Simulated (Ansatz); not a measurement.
## Electronic structure of CH$_{3}$FSZn (SMILES C[S][Zn][F]) in real space

The calculation's input:

```
crystal:
  periodic: [false, false, false]
  atoms:
    - {symbol: C, position_ang: [-1.676137, -0.736581, -1.711788]}
    - {symbol: F, position_ang: [1.725595, 2.383618, -1.593746]}
    - {symbol: S, position_ang: [-1.751240, 0.880186, -2.598102]}
    - {symbol: Zn, position_ang: [0.171546, 1.703926, -2.038576]}
    - {symbol: H, position_ang: [-1.602095, -0.611608, -0.614564]}
    - {symbol: H, position_ang: [-0.848627, -1.376418, -2.073494]}
    - {symbol: H, position_ang: [-2.631380, -1.249549, -1.936230]}
basis:
  gaussian:
    orbitals: def2-TZVPD
hamiltonian:
  xc: pbe0
output:
  forces: true
  orbitals: {seedname: orbitals}
```

Launched as:

```sh
ansatz run input.yaml --threads 2 --pin off --max-ram 4350MiB --events-out events.jsonl --progress --plain --runs-dir runs
```

Geometry: PBE-D3(BJ)/def2-SVP.

All numbers below come from isolated molecule in a Gaussian basis; Kohn-Sham density functional theory, functional PBE0 (Ansatz).

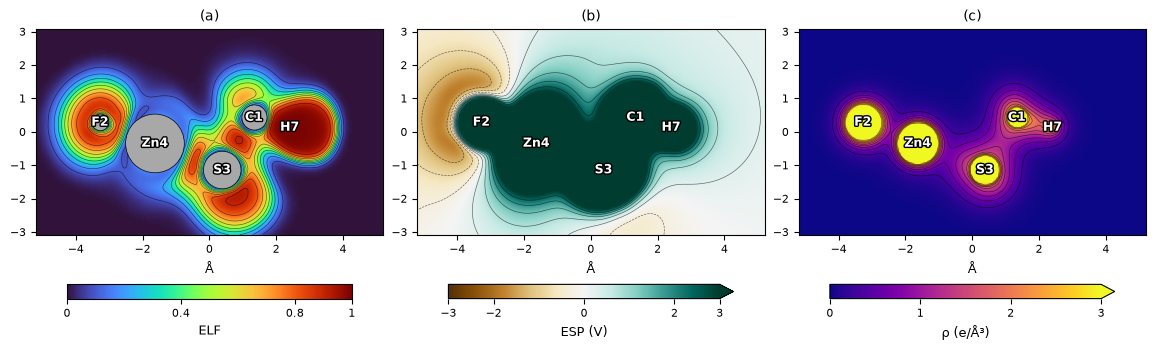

Figure 1. (a) ELF; (b) electrostatic potential; (c) total electron density on the plane of atoms S3, C1 and H7. Grey discs cover the atomic cores in the ELF map.

> What do the fields say about this system?

- The section cuts through C, F, S, Zn and H sites.
- Zn–F (1.75 Å): the density is about 0.88 e/Å³ at the midpoint; the ELF peaks at about 0.80 in the valence shell of F, 0.5 Å from its nucleus, and is about 0.15 at the midpoint.
- C–S (1.85 Å): ρ is about 1.1 e/Å³ halfway; the ELF peaks at about 0.90 between the atoms, as expected for a covalent bond.
- Zn–S (2.17 Å): ρ at the midpoint is about 0.71 e/Å³; the ELF peaks at about 0.85 in the valence shell of S, 0.9 Å from its nucleus, and is about 0.60 at the midpoint.
- C–H (1.11 Å): ρ at the midpoint is about 2 e/Å³; the ELF climbs to about 1 towards the hydrogen, as it does in any bond to H; a covalent bond by its length.
- The ELF also peaks beside S3 and F2, away from the bonds: lone-pair regions.
- Outside the dense part of the molecule the potential is most negative (−1.9 V) near F2.

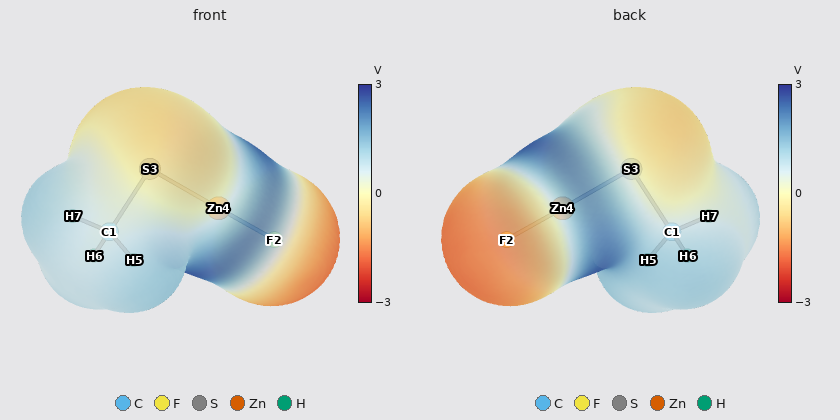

Figure 2. The molecular electrostatic potential painted on the density surface at 0.002 e/bohr³, seen from the front and from behind; red is negative and blue positive.

> Where is the surface potential most negative and most positive?

The most negative region (about −1.7 V) lies over F2, the most positive (about +2.6 V) over Zn4.

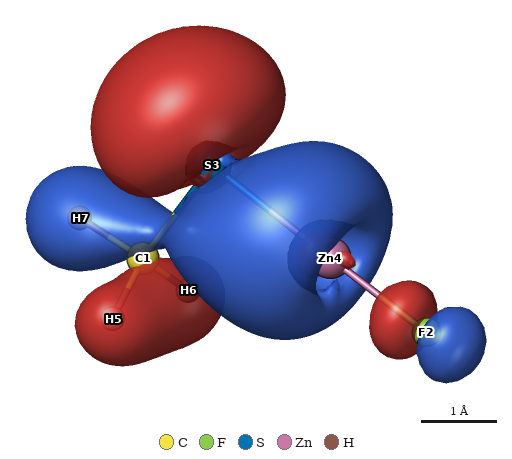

Figure 3. The HOMO−1 at ±0.08 Å⁻³ᐟ² (blue and red are the two phases), seen at a tilt.

> What is the character of this orbital?

By Hirshfeld shares it lies mainly on S3 (about 60 %), Zn4 (about 20 %) and C1 (about 10 %). Its energy is −8.60 eV.
